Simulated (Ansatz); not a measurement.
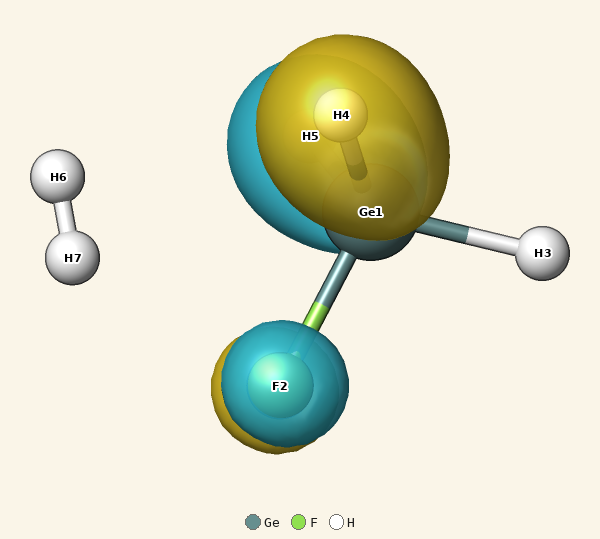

Figure. FGeH₃···H₂. The HOMO−1 at ±0.2 Å⁻³ᐟ² (yellow and cyan are the two phases), seen across its widest extent.

Not at a stationary point (largest force 1.8 eV/Å).

The calculation used RKS PBE0/def2-SVP (Ansatz).

```xyz
7

Ge    0.2067    0.0000   -0.0691
F     0.2527    0.0000    1.6455
H     1.6897    0.0000   -0.4948
H    -0.5092    1.2773   -0.5341
H    -0.5092   -1.2773   -0.5341
H    -2.3288    0.0000    1.0129
H    -1.8717    0.0000    1.5670
```

### Describe this orbital and give its energy.

Its weight (Hirshfeld) is mainly on Ge1 (about 30 %), F2 (about 25 %), H4 (about 20 %) and H5 (about 20 %). Its energy is −9.59 eV.
